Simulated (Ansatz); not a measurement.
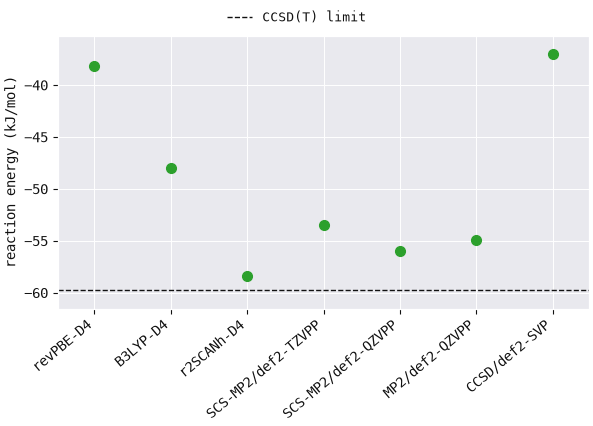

Electronic reaction energy of CH₅OSi (CO[SiH2]) [doublet] → CH₅OSi ([CH2][SiH2]O) [doublet] (SMILES in brackets) at several levels (functionals in def2-TZVPP unless a basis is named), isolated molecules at PBE0-D4 triple-zeta geometries, minima by their frequencies, no zero-point or thermal terms, the Ansatz code. The line is frozen-core CCSD(T) at the basis limit (MP2 extrapolated from triple and quadruple zeta, plus CCSD(T) less MP2 in a smaller set). The distance of SCS-MP2/def2-TZVPP, SCS-MP2/def2-QZVPP, MP2/def2-QZVPP and CCSD/def2-SVP to the limit includes basis error.

### What do zero-point energy and temperature add?

Zero-point change −9.0 kJ/mol; at 298.15 K and 1 bar the CCSD(T) limit plus thermal terms gives an enthalpy of reaction of −68.0 and a free energy of −68.3 kJ/mol (harmonic PBE0-D4 modes, ideal gas).

### What range do the values span, the line included?

From −59.7 kJ/mol (CCSD(T) limit) to −37.1 kJ/mol (CCSD/def2-SVP).
